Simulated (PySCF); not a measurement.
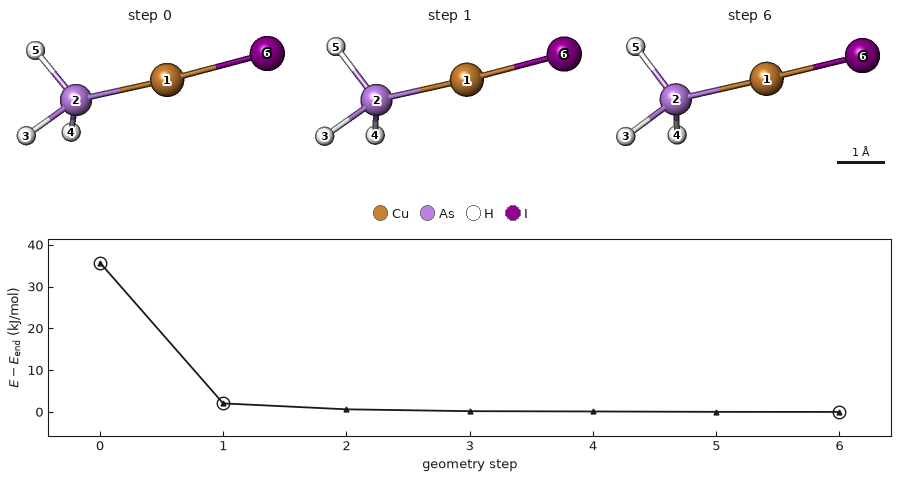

Frames of a relaxation of CuAsH$_{3}$I, marked on the history of the run. A ball-and-stick model, seen at a tilt.

The start comes from GFN2-xTB. Its atoms were then displaced at random by about 0.03 Å.

Method: PBE0-D3(BJ)/def2-SVP geometry optimisation, gas phase (PySCF). 

What happens along the run?

Answer. After 6 geometry steps the energy has fallen by 35.7 kJ/mol. H4 moves most after the best rigid fit: 0.17 Å. By element the largest moves are H 0.17 Å, I 0.12 Å, Cu 0.09 Å, As 0.03 Å. Near-neighbour distances that change, for instance: As2–H4 1.381 → 1.510 Å, As2–H3 1.444 → 1.510 Å, Cu1–I6 2.468 → 2.402 Å, Cu1–As2 2.347 → 2.289 Å. Among the angles between lasting bonds that change: Cu1–As2–H4 126.4° → 119.2°, H3–As2–H4 90.9° → 97.5°, H4–As2–H5 92.4° → 97.5°. From step 0 to 1: H4 moves most (0.17 Å), energy −33.7 kJ/mol. From step 1 to 6: Cu1 moves most (0.08 Å), energy −2.04 kJ/mol.

```
step  E − E(0), kJ/mol
   0              0.00
   1            -33.67
   2            -35.09
   3            -35.53
   4            -35.60
   5            -35.70
   6            -35.72
```
